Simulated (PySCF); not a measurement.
Ge(F)(NH2)3, SMILES [Ge]([NH2])([NH2])([NH2])[F] at its PBE0/def2-SVP optimised geometry (Å):

```
11

N     -1.0331     1.4431     0.0000
Ge    -0.3946    -0.2503     0.0000
N      1.4145    -0.2503     0.0000
N     -1.0266    -1.1699     1.4245
F     -0.9533    -1.0458    -1.4654
H     -1.8569     1.5997    -0.5732
H     -0.3285     2.1435    -0.2123
H      1.8230    -0.9313     0.6334
H      1.8569    -0.3171    -0.9117
H     -1.8021    -0.7095     1.8923
H     -1.2588    -2.1435     1.2516
```

Method: PBE0/def2-TZVP run with PySCF.

Map of the log10 of the electron density (e/bohr³), floored at −4 on the plane z = 1.0 Å:

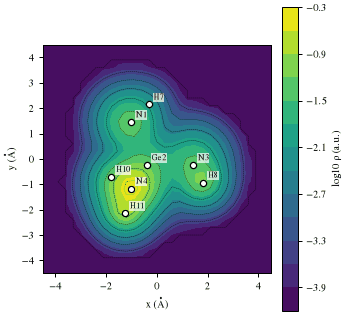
Figure: Log10 of the electron density (e/bohr³), floored at −4 on the plane z = 1.0 Å.
